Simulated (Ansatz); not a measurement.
The figure comes from a scan of Si (diamond): one Si atom of a 2-atom cell moves by s along Cartesian [111], with its periodic images. These are PBEsol (plane waves to 420 eV, PAW, scalar-relativistic; Ansatz, a first-principles code) values and carry that method's errors. k mesh 9×9×9 (Γ-centred), Fermi-Dirac smearing 0.05 eV. The energy includes the smearing's −TS. As the smearing reaches across the gap at some points, energies and forces of such displacements shift with the k mesh and the smearing. Si was relaxed with its symmetry unable to fall. ΔE is measured from the undisplaced structure.

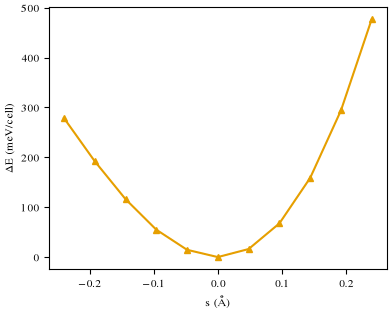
*ΔE (meV/cell) against s (Å); one marker a computed point.*

Question: Read the plotted values off the figure, to the accuracy that the plot allows.

Answer: To the nearest 10:

```tsv
s (Å)	ΔE (meV/cell)
-0.240	280
-0.192	190
-0.144	120
-0.096	50
-0.048	10
0.000	0
0.048	20
0.096	70
0.144	160
0.192	290
0.240	480
```

(For displaced atoms, the force is minus the slope of the energy, and its curvature is a force constant, which sets phonon frequencies.)
